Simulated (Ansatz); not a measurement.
## A failed many-body run on WS2 (Tungstenite)

What is wrong with this input for WS2 (Tungstenite)?

Calculated with Ansatz 0.2.0; G0W0 on PBE, plane waves, PAW.

### 1. The starting structure

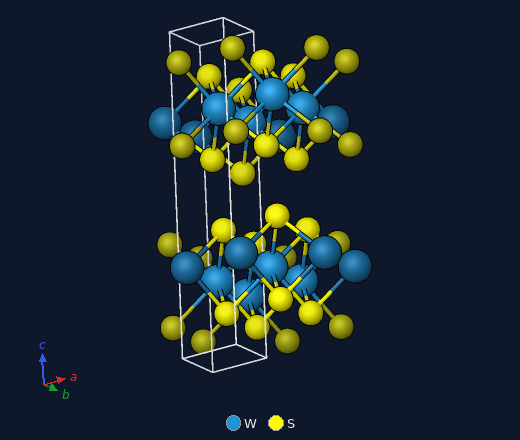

Start, viewed from a free direction; tungsten blue, sulfur yellow. 2×2×1 cells are drawn. Some periodic images of atoms are drawn too.

The cell and positions come from the Crystallography Open Database and are kept as given unless a step says otherwise. Spin-orbit coupling is left out unless a step names it. The default PAW set here is soft_2. Its files were made with PBE.

### 2. First try

input.yaml reads:

```yaml
crystal:
  lattice:
    - [3.1532, 0.0, 0.0]
    - [-1.5766, 2.7307513032, 0.0]
    - [0.0, 0.0, 12.323]
  atoms:
    - { symbol: W, position: [0.3333333333, 0.6666666667, 0.25] }
    - { symbol: W, position: [0.6666666667, 0.3333333333, 0.75] }
    - { symbol: S, position: [0.3333333333, 0.6666666667, 0.6225] }
    - { symbol: S, position: [0.6666666667, 0.3333333333, 0.1225] }
    - { symbol: S, position: [0.3333333333, 0.6666666667, 0.8775] }
    - { symbol: S, position: [0.6666666667, 0.3333333333, 0.3775] }
kpoints:
  mp_grid: { grid: [1, 1, 1] }
hamiltonian:
  xc: pbe
scf:
  occupations: { method: fixed }
gw:
  n_empty_bands: 172
  ecut_chi: 80
  qp_bands: [v2, c2]
  qp_kpoints: band_edges
  screening: { model: contour_deformation }
```

Command:

```sh
$ ansatz run input.yaml --threads 2 --pin off --max-ram 92160MiB --backend cuda --events-out ev --progress --plain --runs-dir out --devices 1 --max-vram 13GiB  # rebuilt from the run's record
```

Numbers of over 12 decimals in the logs are rounded to 6 here.

What it wrote:

```text
GPUs: using 1 of 1 available (devices: 1).
Engine: ansatz 0.2.0, x86_64-unknown-linux-gnu
Pseudopotentials: kind: paw
Pseudopotential: W, paw, valence charge 14, recommended cutoff 420 eV (normal), W.paw.azcp
Pseudopotential: S, paw, valence charge 6, recommended cutoff 420 eV (normal), S.paw.azcp
Functional definition: PBE
  parameter kappa = 0.804
  parameter beta = 0.066725
  exchange = pbe_x(kappa = kappa, mu = beta*pi^2/3)
  correlation = pbe_c(beta = beta)
device memory: the entry about to start is reckoned to put 0.7 GiB on a device that reports 64.5 GiB free (of which the cap on the GPU budget leaves the run 13.0 GiB)
GPU FFT provider: cuFFT
GPU libraries: cuBLAS 13.8.2, cuFFT 12.4.0, cuSOLVER 12.3.4
Crystal: 6 atoms, lattice volume = 106.108 Å³
Basis set: ecut = 420 eV, 2057 PW (Γ)
Bands: 32, of which v1, the nominal top of the filled ones, is band 26 counted from 1 (25 counted from 0)
Symmetry: 24 space group operations
Space group: P63/mmc (ITA 194), of the structure as read, at distance tolerance 4.7e-5 Å
k-points: 1
Non-local potential: W, projectors of the file, l = 0: 3, l = 1: 2, l = 2: 2, l = 3: 1
Non-local potential: S, projectors of the file, l = 0: 2, l = 1: 2, l = 2: 2
PAW form: soft (Blöchl's): semilocal exchange-correlation on the pseudo side does not see the compensation charge
PAW one-centre angular grid: W, 590 points (default); XC on 64 Gauss nodes
PAW one-centre angular grid: S, 110 points (default); XC on 64 Gauss nodes
Initial density: superposition of atomic densities (neutral atoms: chi_scale 0, normalization atom), corrected by the library's trained network
Initial wavefunctions: pseudopotential atomic-orbital guess
GPU buffer pool allocated for 51840 grid points (all kernels)
GPU transforms: local potential and band sums: pruned to the plane-wave sphere, on 24×24×81
Functional: x = pbe(κ = 0.804, μ = 0.219515), c = pbe(β = 0.066725)
SCF iter   1: F=—  HF=-24368.029062 eV  |F-HF|=—  |Δ(HF+E_count)|=         —  Δρ=1.02e-1  dr2=2.85e1  ethr=1.77e-3  ⟨swp⟩=5.0  Hψ=130  notcnv=0
preconditioner: auto → Resta (q_TF=auto, 2.423 Å⁻¹)  ε∞=8.3  [insulator: Δε(μ)=2.313 eV  Ē_g=8.015 eV  n_scr=26 (ndim 8)  ℏωp=21.6 eV  f_vac=0.016  ε∞_Penn≈8.3]
SCF iter   2: F=—  HF=-24365.192546 eV  |F-HF|=—  |Δ(HF+E_count)|=    2.84e0  Δρ=5.94e-2  dr2=5.78e0  ethr=1.77e-3  ⟨swp⟩=4.0  Hψ=81  notcnv=0  defer=4
SCF iter   3: F=—  HF=-24364.467347 eV  |F-HF|=—  |Δ(HF+E_count)|=   7.25e-1  Δρ=2.60e-2  dr2=6.85e-1  ethr=1.77e-3  ⟨swp⟩=3.0  Hψ=64  notcnv=0
SCF iter   4: F=—  HF=-24364.457531 eV  |F-HF|=—  |Δ(HF+E_count)|=   9.82e-3  Δρ=5.17e-3  dr2=3.85e-2  ethr=1.32e-3  ⟨swp⟩=2.0  Hψ=56  notcnv=0
SCF iter   5: F=—  HF=-24364.460561 eV  |F-HF|=—  |Δ(HF+E_count)|=   3.03e-3  Δρ=1.84e-3  dr2=8.47e-3  ethr=7.40e-5  ⟨swp⟩=2.0  Hψ=48  notcnv=0  defer=4
SCF iter   6: F=—  HF=-24364.462265 eV  |F-HF|=—  |Δ(HF+E_count)|=   1.70e-3  Δρ=5.97e-4  dr2=1.14e-3  ethr=1.63e-5  ⟨swp⟩=3.0  Hψ=52  notcnv=0  defer=4
SCF iter   7: F=—  HF=-24364.462394 eV  |F-HF|=—  |Δ(HF+E_count)|=   1.29e-4  Δρ=1.40e-4  dr2=5.72e-5  ethr=2.19e-6  ⟨swp⟩=2.0  Hψ=44  notcnv=0  defer=4
SCF iter   8: F=—  HF=-24364.462395 eV  |F-HF|=—  |Δ(HF+E_count)|=   1.01e-6  Δρ=2.56e-5  dr2=8.01e-7  ethr=1.10e-7  ⟨swp⟩=2.0  Hψ=54  notcnv=0  defer=2
SCF iter   9: F=-24364.462396 eV  HF=-24364.462396 eV  |F-HF|=1.40e-8  |Δ(HF+E_count)|=   3.60e-7  Δρ=4.78e-6  dr2=2.64e-8  ethr=1.92e-10  ⟨swp⟩=8.0  Hψ=119  notcnv=0
SCF 1 converged in 9 iterations: F = -24364.462396 eV  dr2 = 2.64e-8
[...]
device memory: the entry about to start is reckoned to put 0.8 GiB on a device that reports 65.1 GiB free (of which the cap on the GPU budget leaves the run 13.0 GiB)
NSCF: frozen V_eff on 1 k-points
[...]
device memory: the entry about to start is reckoned to put 1.4 GiB on a device that reports 65.1 GiB free (of which the cap on the GPU budget leaves the run 13.0 GiB)
NSCF: frozen V_eff on 1 k-points
G₀W₀ screening: q 1/1
G₀W₀ self-energy: k 1/1
device memory: the entry about to start is reckoned to put 0.5 GiB on a device that reports 64.4 GiB free (of which the cap on the GPU budget leaves the run 13.0 GiB)
NSCF: frozen V_eff on 1 k-points
device memory: the entry about to start is reckoned to put 0.5 GiB on a device that reports 64.3 GiB free (of which the cap on the GPU budget leaves the run 13.0 GiB)
NSCF: frozen V_eff on 1 k-points
device memory: the entry about to start is reckoned to put 0.5 GiB on a device that reports 63.4 GiB free (of which the cap on the GPU budget leaves the run 13.0 GiB)
NSCF: frozen V_eff on 1 k-points
device memory: the entry about to start is reckoned to put 0.5 GiB on a device that reports 63.3 GiB free (of which the cap on the GPU budget leaves the run 13.0 GiB)
NSCF: frozen V_eff on 1 k-points
device memory: the entry about to start is reckoned to put 0.5 GiB on a device that reports 61.3 GiB free (of which the cap on the GPU budget leaves the run 13.0 GiB)
NSCF: frozen V_eff on 1 k-points
device memory: the entry about to start is reckoned to put 0.5 GiB on a device that reports 61.4 GiB free (of which the cap on the GPU budget leaves the run 13.0 GiB)
NSCF: frozen V_eff on 1 k-points
SCF converged after 9 iterations
Free energy (F): -24364.462396 eV
Harris-Foulkes:  -24364.462396 eV  (|F-HF|=1.40e-8)
Internal energy: -24364.462396 eV  (E = F + TS)
E sigma→0 (E₀):  -24364.462396 eV
Fermi energy:    12.609883 eV
--- Per-component energies (eV) ---
  E_band       = -301.580741
  E_kinetic    = 1376.695800
  E_local      = -3562.694289  (includes V_loc(G=0)·N_el)
  E_nonlocal   = 115.654584
  E_hartree    = 1438.690272
  E_xc         = -929.079896
  E_vxc        = -836.427375  (∫ρ·V_xc dr)
  E_paw        = -19528.963797  (= ΣΔE_a)
  E_vpaw       = -272.195682  (= ΣTr[D̂ρ^β])
  E_aug_tail   = -0.000128  (compensation charges beyond the density's cutoff)
  E_ewald      = -3274.764942
  E_smearing   = -0.000000  (= −TS)
  E_closure    = -0.000000  (closes the sum)
  Σ components = -24364.462396   (vs F -24364.462396, Δ=0.00e0)
--- Band table (eV) ---
  k-point 0: bands = [... 22 lower, 10.1586, 10.5312, 11.4188, 12.6099, 14.5748, 14.5748, 14.6937, 14.6937, ... 2 higher]
--- G₀W₀: contour deformation, 6 samples at zero and on the imaginary axis and 1 off it, 1 q-point, 172 empty bands' worth ---
  eigenvalues of the whole cell's RPA ε∞ on this k-mesh (on a slab, of 1 + 4πα/V) = 5.0351, 27.9493, 27.9493; static W/v taken at q = 0 is 1.138855
  gw.qp_kpoints: band_edges: 1 of 1 stored k-point solved, in 1 pass; an edge of the gap read off the rows below is read off those points alone
    ik  band        ε_KS         Σx   Σc(E_QP)       V_xc       Z   E_QP_lin       E_QP  E_QP is
     0    25     11.4188   -19.1711     2.8451   -16.5748  0.7006    11.6651    11.6676  root
     0    26     12.6099   -19.4030     1.5745   -18.4262  0.7313    13.1981    13.2076  root
     0    27     14.5748   -14.9840    -3.0717   -18.2232  0.7125    14.7433    14.7424  root
     0    28     14.5748   -14.9840    -3.0717   -18.2232  0.7125    14.7433    14.7424  root
```

Elapsed: 4.1 s, on 1 × NVIDIA H100 80GB HBM3 (shared by 6 runs) with 2 threads of AMD EPYC 7R13 (Zen 3), shared host; peak memory 1 GiB; 4.5 s of CPU time.

The column dr2 measures how far the density is from self-consistency, as an energy; F and HF (Harris–Foulkes) agree once it is small.

**Diagnosis.**

The run ended normally, though the input holds a fault or crude settings.

The fault: G0W0 on a mesh far too coarse. So few points can't sample the density or the screening, and the band edges may lie elsewhere in the zone.

It printed a gap of 1.53 eV, which is an artefact of the settings.

### 3. A better input

Now the one-shot GW correction: screening in the RPA, then the self-energy of the levels asked for.

input.yaml, as its differences from that of step 2:

```diff
@@ -13,3 +13,3 @@
 kpoints:
-  mp_grid: { grid: [1, 1, 1] }
+  mp_grid: { grid: [6, 6, 2] }
 hamiltonian:
@@ -19,4 +19,4 @@
 gw:
-  n_empty_bands: 172
-  ecut_chi: 80
+  n_empty_bands: 316
+  ecut_chi: 120
   qp_bands: [v2, c2]
```

What it wrote:

```text
GPUs: using 1 of 1 available (devices: 1).
[...]
GPU FFT provider: cuFFT
GPU libraries: cuBLAS 13.8.2, cuFFT 12.4.0, cuSOLVER 12.3.4
Crystal: 6 atoms, lattice volume = 106.108 Å³
Basis set: ecut = 420 eV, 2057 PW (Γ)
Bands: 32, of which v1, the nominal top of the filled ones, is band 26 counted from 1 (25 counted from 0)
[... 1 set-up line as in the run before ...]
[...]
k-points: 14 of 72
[...]
GPU buffer pool allocated for 51840 grid points (all kernels)
[...]
SCF iter   1: F=—  HF=-24382.730793 eV  |F-HF|=—  |Δ(HF+E_count)|=         —  Δρ=5.24e-3  dr2=1.40e-2  ethr=1.77e-3  ⟨swp⟩=5.0  Hψ=1824  notcnv=0  defer=34
[...]
SCF iter   6: F=-24382.740073 eV  HF=-24382.740073 eV  |F-HF|=3.11e-8  |Δ(HF+E_count)|=   2.32e-7  Δρ=5.46e-6  dr2=4.66e-8  ethr=1.92e-10  ⟨swp⟩=6.0  Hψ=1449  notcnv=0
SCF 1 converged in 6 iterations: F = -24382.740073 eV  dr2 = 4.66e-8
[...]
0    25     10.5463   -18.2760     1.0484   -16.9847  0.7516    10.3023    10.3033  root
     0    26     11.7724   -19.4998     0.5300   -18.8127  0.7572    11.6151    11.6154  root
     0    27     14.0831   -13.7635    -4.2710   -18.4151  0.7581    14.4662    14.4638  root
     0    28     14.0831   -13.7635    -4.2710   -18.4151  0.7581    14.4662    14.4638  root
     1    25     11.4543   -19.2051     0.7940   -18.2106  0.7575    11.2533    11.2538  root
     1    26     11.4543   -19.2051     0.7940   -18.2106  0.7575    11.2533    11.2538  root
     1    27     14.0758   -13.7199    -4.2469   -18.3391  0.7575    14.4504    14.4481  root
     1    28     14.0758   -13.7199    -4.2469   -18.3391  0.7575    14.4504    14.4481  root
[...]
13    25     11.1204   -18.8566     0.5845   -18.0821  0.7601    10.9300    10.9304  root
    13    26     11.1204   -18.8566     0.5845   -18.0821  0.7601    10.9300    10.9304  root
    13    27     13.0734   -15.7503    -3.8683   -19.9259  0.7584    13.3820    13.3808  root
    13    28     13.0734   -15.7503    -3.8683   -19.9259  0.7584    13.3820    13.3808  root
[key lines of the parts left out:]
SCF converged after 6 iterations
Free energy (F): -24382.740073 eV
Fermi energy:    11.772355 eV
```

Elapsed: 17 s, on 1 × NVIDIA H100 80GB HBM3 (shared by 6 runs) with 2 threads; peak memory 1.5 GiB.

This step gave:

```yaml
bands_summed: 342
rpa_eps_infinity_on_this_mesh_eigenvalues: 5.922, 13.98, 13.98
plane_waves_in_the_screening_matrix: 317
q_points_in_the_mesh: 72
g0w0_gap_on_the_mesh: 1.349 eV
k_of_the_valence_top: 0, 0, 0
k_of_the_conduction_bottom: 0.1667, 0.1667, 0
starting_gap_on_the_mesh: 0.9775 eV
z_at_the_valence_top: 0.7572
z_at_the_conduction_bottom: 0.7683
least_direct_g0w0_gap_on_the_computed_points: 2.318 eV
```

The gap on the mesh goes from 0.98 eV to 1.35 eV, a correction of +0.37 eV. Between the two edge states, bare exchange in place of the xc potential would open the gap by 4.62 eV, and correlation takes back 4.25 eV.

### 4. Results

| Property | Result |
| --- | --- |
| first try | converged after 4.1 s |
| better run | G0W0 gap on the mesh 1.35 eV (6×6×2 mesh, 316 empty bands, screening to 120 eV) |

In words: The second run differs in: mesh, empty bands and screening cutoff (eV). Bands and cutoff are finite, so the gap is not at the basis limit. The miss can reach some tenths of an eV and take either sign; the mesh is an error of its own. The 6×6×2 mesh is coarse for this cell (its supercell is 19 Å along the shortest edge). The RPA ε∞ on it, from the PBE start, is 5.92 and 13.98; such meshes misread the long-range screening, most where the gap is narrow. The many-body steps are scalar-relativistic: spin-orbit coupling is not in them.

[Paths, hosts, dates, memory and timing lines, banners, echoed tables and standing remarks are left out of the program output.]

[Logs are printed without paths, hosts, clocks, repeated set-up lines and the standing remarks that a program may print on its own settings, such as how far it seeks lower states.]

[Runs of the session that timed out or met a known fault of the program may be left out.]

[Cells called generated may have been cut or substituted from an entry of the Crystallography Open Database or the Materials Project.]

[Hosts, paths, dates, database ids (printed as entryN), source tags and the programs' standing remarks are cut or masked in the printed files.]
